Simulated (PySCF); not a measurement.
**C4H8N, doublet, SMILES `[CH]=CC(C)N`: what the electrons do**

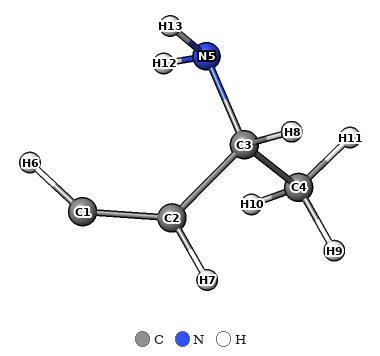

The molecule, with its atoms numbered as below. No frequency check shows the geometry to be a minimum.

Cartesian coordinates (Å):

```
C1      -2.0066   -0.2117   -0.2941
C2      -0.9415   -0.6655    0.2631
C3       0.4354    0.0441    0.4353
C4       1.4873   -0.7613   -0.3220
N5       0.4838    1.4162    0.0137
H6      -2.3404    0.6803   -0.7735
H7      -0.9086   -1.6637    0.6842
H8       0.6579    0.0247    1.5099
H9       1.5424   -1.7776    0.0588
H10      1.2401   -0.7984   -1.3813
H11      2.4588   -0.2866   -0.2076
H12      0.3179    1.4958   -0.9835
H13     -0.2020    1.9787    0.5032
```

## 1. Bonding charge

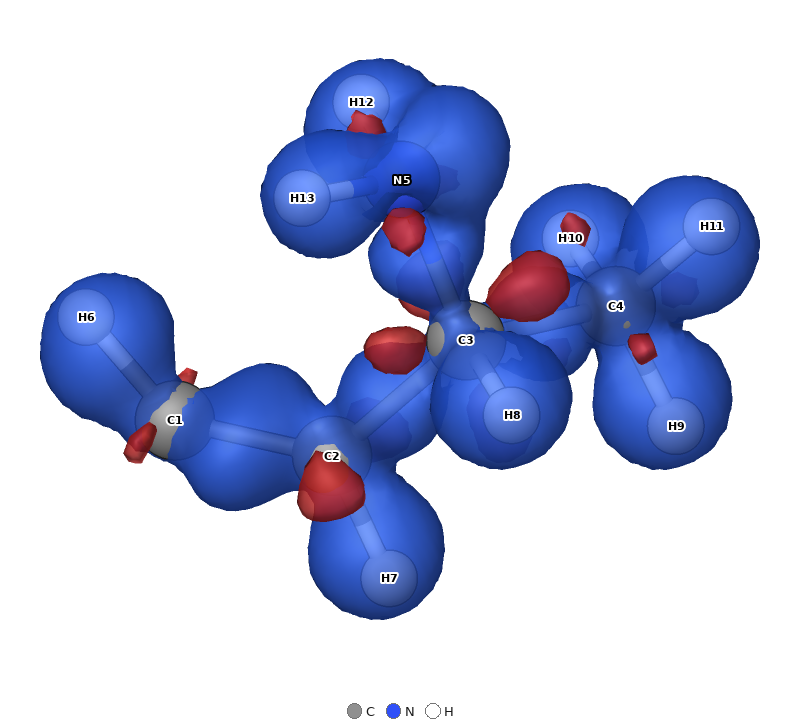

Deformation density (molecule less spherical, spin-averaged free atoms at the same positions), surfaces at ±0.1 e/Å³; blue: gain, red: loss.

Level of theory: PBE0/def2-TZVP (PySCF), at a geometry from GFN2-xTB. The stability of the open-shell solution wasn't checked. GFN2-xTB doesn't know the spin state, so this open-shell geometry is rough.

Describe the bonding that the map shows.

Answer. The five largest and four smallest: N5–H13: +0.84 e/Å³ at the bond critical point (bond length 1.01 Å, Mayer order 0.9). N5–H12: +0.84 e/Å³ at the bond critical point (bond length 1.01 Å, Mayer order 0.9). C1–C2: +0.83 e/Å³ at the bond critical point (bond length 1.28 Å, Mayer order 2.1). C1–H6: +0.77 e/Å³ at the bond critical point (bond length 1.07 Å, Mayer order 1.0). C3–H8: +0.75 e/Å³ at the bond critical point (bond length 1.10 Å, Mayer order 0.9). C4–H10: +0.71 e/Å³ at the bond critical point (bond length 1.09 Å, Mayer order 1.0). C3–C4: +0.49 e/Å³ at the bond critical point (bond length 1.53 Å, Mayer order 1.0). C2–C3: +0.44 e/Å³ at the bond critical point (bond length 1.56 Å, Mayer order 0.9). C3–N5: +0.39 e/Å³ at the bond critical point (bond length 1.44 Å, Mayer order 1.0). In all, 2.8 electrons gather in the regions of gain relative to the promolecule.

Where do the Hirshfeld charges lie?

Answer. The highest Hirshfeld charge is on H13 (+0.11 e), the lowest on N5 (−0.24 e).

## 2. Bond critical points

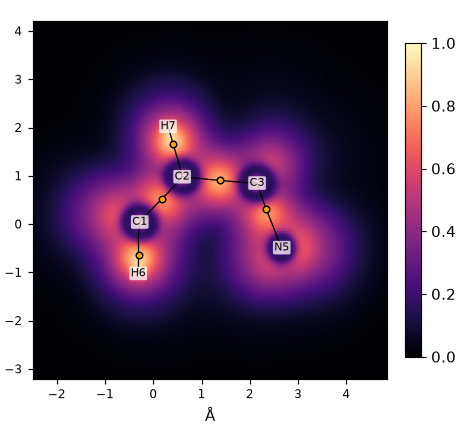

Localised orbital locator (LOL) in the plane of C1, C2, C3, N5, H6 and H7, with bond paths and bond critical points (dots).

What values does LOL take at the bond critical points in this plane?

Answer. C1–H6: about 0.90; C2–H7: about 0.90; C2–C3: about 0.82; C1–C2: about 0.76; C3–N5: about 0.74. Values above 0.5 mark slow, localised electrons, as in shared pairs; low values at a critical point mark a polar or closed-shell contact whose critical point lies between the shells.

Where along C1–H6 does the critical point lie?

Answer. 0.70 Å from C1 and 0.37 Å from H6.

## 3. Local ionisation energy

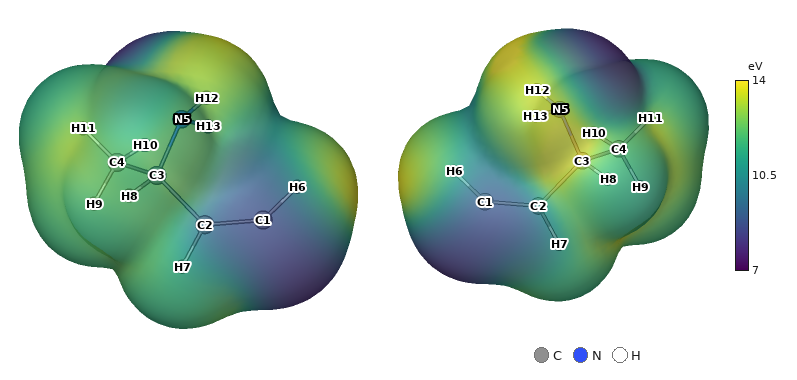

Average local ionisation energy on the surface of electron density 0.001 a.u. (back view left, front view right).

Locate the minima of the map.

Answer. The lowest value is 7.7 eV, 2.1 Å from N5. Further minima include 7.8 eV, 2.0 Å from C1; 10.5 eV, near H6 (1.62 Å) and H13 (1.72 Å); 11.1 eV, 1.4 Å from H8. For comparison, the highest occupied orbital lies at −6.4 eV.

What volume does the surface enclose, and what is the dipole moment?

Answer. About 118 Å³; the dipole moment is 0.2 D.

## 4. Spin density

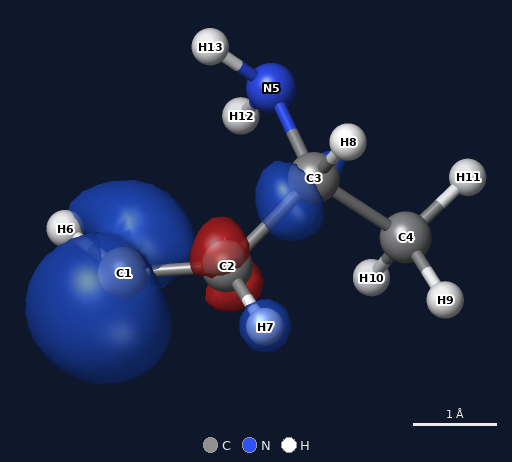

Spin density ρα − ρβ at ±0.05 e/Å³ (blue: excess α, red: excess β).

Give the atomic spin populations that go with this picture.

Answer. Hirshfeld spin populations: C1 +0.80, H6 +0.07 and C3 +0.06. ⟨S²⟩ = 0.76, against 0.75 for a pure state. The picture also shows regions of β spin from spin polarisation; the Hirshfeld sums, whose atoms overlap, net them against the α spin of neighbours.

## 5. In an electric field

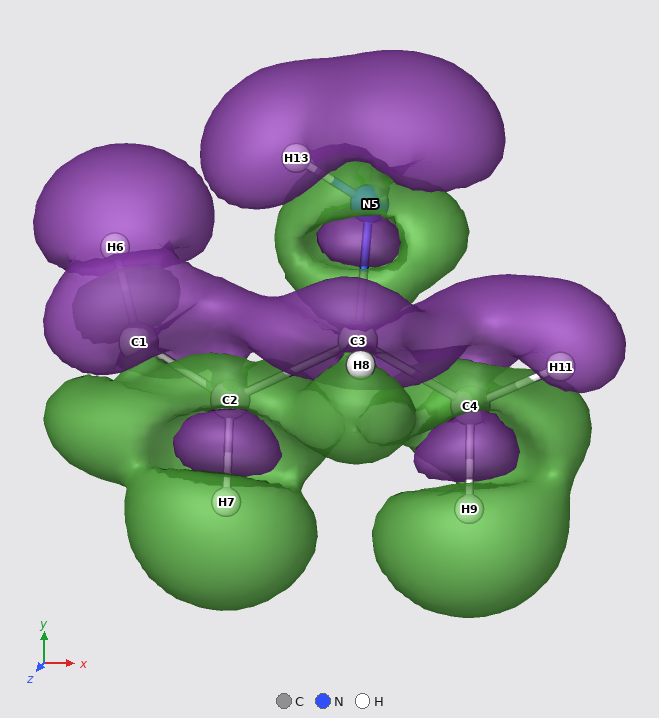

Change of the electron density in a uniform field of 0.51 V/Å, surfaces at ±0.002 e/Å³ (purple: gain, green: loss).

Method: B3LYP/6-31+G*; geometry: GFN2-xTB; program: PySCF. The basis has diffuse s and p functions alone, which still leaves polarisabilities too small, most of all across bonds. The stability of the open-shell solution wasn't checked. GFN2-xTB doesn't know the spin state, so this open-shell geometry is rough.

The field was applied in both directions; the picture shows the one opposite to the script's first.

Along which Cartesian direction does the field point?

Answer. Along −y: electrons gather on the +y side, against the field.

How large is the response?

Answer. The induced dipole is 1.37 D (along the field); α along this axis, from the fields in both directions, is 54 bohr³ (8.1 Å³).

## 6. Removing or adding an electron

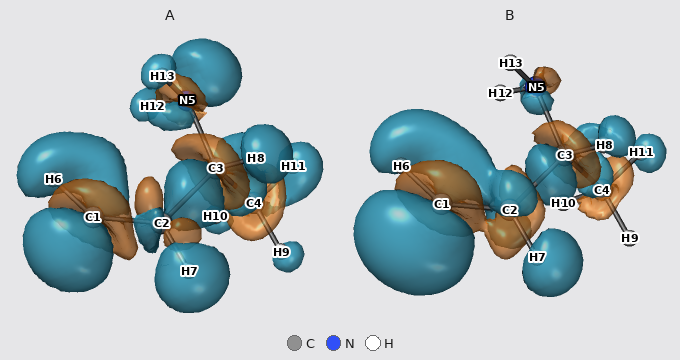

The two Fukui functions at ±0.02 e/Å³ (light blue positive, orange negative).

Computed with PySCF, B3LYP/def2-SVPD, geometry: GFN2-xTB. GFN2-xTB doesn't know the spin state, so this open-shell geometry is rough.

Which panel is f⁻ (electron removed) and which f⁺ (electron added)?

Answer. A is f⁻, B is f⁺. f⁻ (Hirshfeld-condensed) is largest on C1 (0.28); the vertical ionisation energy is 8.60 eV (to the singlet cation, which needn't be its lowest state). f⁺ (Hirshfeld-condensed) is largest on C1 (0.39); the vertical electron affinity is 0.24 eV (to the singlet anion, which needn't be its lowest state; the anion's highest orbital has positive energy, so this value and f⁺ depend on the basis).

The PySCF runs shown took 68 s, 60 s and 95 s on 1 thread of Arm Neoverse V2, with other jobs on the host.
